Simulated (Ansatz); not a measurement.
Single-point calculation of CH$_{3}$Cl$_{3}$OZr

System: CH$_{3}$Cl$_{3}$OZr, SMILES C[O][Zr]([Cl])([Cl])[Cl].
Method: RKS B3LYP5/def2-mTZVPP (Ansatz 0.2.0).

The geometry comes from this level: PBE0-D4/def2-TZVP. Figures and captions count atoms from 1; the log counts them from 0 in places.

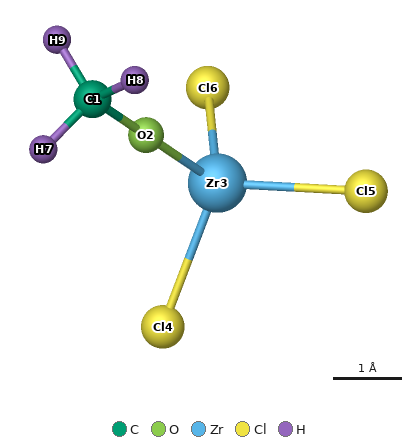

The input geometry (ball-and-stick view, seen at a tilt; atoms are numbered from 1 in the order of the input). Sticks mark near contacts. Bond lengths as drawn: Cl–Zr 2.34 Å, C–H 1.09 Å, C–O 1.40 Å and O–Zr 1.87 Å.

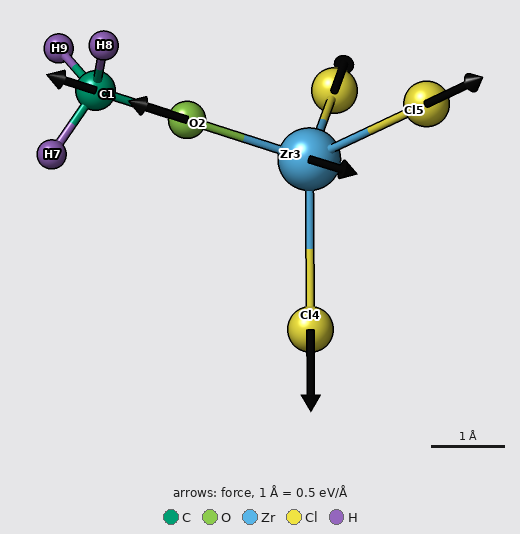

Forces on the atoms as black arrows (ball-and-stick view, seen at a tilt; atoms are numbered from 1 in the order of the input); the smallest are left out. The largest act on all 3 Cl atoms (0.57 eV/Å); O2 (0.46 eV/Å); C1 (0.38 eV/Å); Zr3 (0.37 eV/Å). The geometry is not a stationary point of this energy.

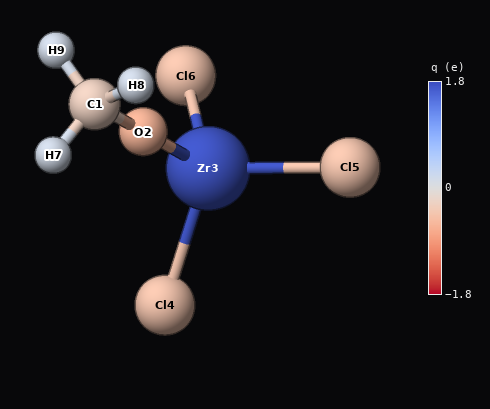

Mulliken charges, as the colour of each atom (ball-and-stick view, seen at a tilt; atoms are numbered from 1 in the order of the input; Mulliken charges depend strongly on the basis). By element: C −0.26, O −0.61, Zr +1.69, Cl −0.42 and H +0.15 e.

The input and output of the run follow.

## Input
```yaml
crystal:
  periodic: [false, false, false]
  atoms:
    - {symbol: C, position_ang: [0.440659, -1.388853, 0.927106]}
    - {symbol: O, position_ang: [0.085333, -0.265007, 0.176653]}
    - {symbol: Zr, position_ang: [-0.392279, 1.236454, -0.825486]}
    - {symbol: Cl, position_ang: [-1.927666, 0.566426, -2.461836]}
    - {symbol: Cl, position_ang: [1.545716, 2.102795, -1.814577]}
    - {symbol: Cl, position_ang: [-1.355535, 2.805887, 0.621671]}
    - {symbol: H, position_ang: [-0.030867, -2.279288, 0.504489]}
    - {symbol: H, position_ang: [1.525840, -1.515424, 0.911471]}
    - {symbol: H, position_ang: [0.108808, -1.262990, 1.960519]}
basis:
  gaussian: {orbitals: def2-mTZVPP}
hamiltonian: {xc: {name: B3LYP5}}
scf: {lower_state_search: off}
output: {forces: true}
```

Command:
```bash
ansatz run in.yaml --threads 4 --pin off --events-out ev --progress --plain --max-ram 11315MiB
```

## Log
```
Functional definition: B3LYP5
  name "B3LYP5"
  cite "Stephens, Devlin, Chabalowski & Frisch, J. Phys. Chem. 98, 11623 (1994) doi:10.1021/j100096a001"
  cite "Becke, Phys. Rev. A 38, 3098 (1988) doi:10.1103/PhysRevA.38.3098"
  cite "Lee, Yang & Parr, Phys. Rev. B 37, 785 (1988) doi:10.1103/PhysRevB.37.785"
  cite "Vosko, Wilk & Nusair, Can. J. Phys. 58, 1200 (1980) doi:10.1139/p80-159"
  parameter a0 = 0.2
  parameter ax = 0.72
  parameter ac = 0.81
  exchange = (1 - a0 - ax)*slater_x + ax*b88_x + a0*exact_x
  correlation = (1 - ac)*vwn5_c + ac*lyp_c
these checks for a lower state are left out or cut short: stability, starts, cluster_reference, orbital_swaps, neighbouring_geometries, increment
1649 factors; integrals over basis functions are off by at most 1.1e-3 eV
mean field evaluation 1: about -41977.0904 eV, gradient 6.5e1 eV
mean field evaluation 2: about -41896.8577 eV, gradient 2.1e2 eV
mean field evaluation 4: about -41984.8144 eV, gradient 9.1e0 eV
mean field evaluation 8: about -41985.0923 eV, gradient 1.2e0 eV
mean field evaluation 16: about -41985.0958 eV, gradient 1.3e-4 eV
mean field -41985.09577439 eV, -1542.9238111889 hartree, gradient 9.7e-6 eV, S^2 0.000000; 0 other end points of the search recorded, 0 dependent functions left out
the calculation of the forces begins
reference -41985.09610026 eV, -1542.9238231643 hartree; 40, 40 occupied and 132, 132 virtual orbitals, 1649 factors
Total energy: -41985.09610026 eV, -1542.9238231643 hartree
Atom 0 at     0.440659    -1.388853     0.927106 Å, force     0.097183    -0.305712     0.205459 eV/Å
Atom 1 at     0.085333    -0.265007     0.176653 Å, force     0.116844    -0.366815     0.244757 eV/Å
Atom 2 at    -0.392279     1.236454    -0.825486 Å, force    -0.093251     0.301501    -0.197153 eV/Å
Atom 3 at    -1.927666     0.566426    -2.461836 Å, force    -0.375437    -0.164873    -0.399444 eV/Å
Atom 4 at     1.545716     2.102795    -1.814577 Å, force     0.472398     0.210340    -0.240042 eV/Å
Atom 5 at    -1.355535     2.805887     0.621671 Å, force    -0.234368     0.380044     0.351735 eV/Å
Atom 6 at    -0.030867    -2.279288     0.504489 Å, force    -0.004023    -0.028289     0.002169 eV/Å
Atom 7 at     1.525840    -1.515424     0.911471 Å, force     0.021491    -0.015530     0.007475 eV/Å
Atom 8 at     0.108808    -1.262990     1.960519 Å, force    -0.000837    -0.010666     0.025044 eV/Å
Dipole moment:     0.191045    -0.603750     0.402742 e Å
Checks for a lower state left out: stability, starts, cluster_reference, orbital_swaps, neighbouring_geometries, increment
```

## Results in brief

```tsv
quantity	value
outcome	converged
total energy	−41985.0961 eV
largest force (length of the vector)	0.572 eV/Å
dipole moment	3.60 D
hardware	4 threads of Arm Neoverse V1, 23 GiB of memory available, shared host
wall time	3.4 s (CPU time 12 s)
peak memory	0.58 GiB
```
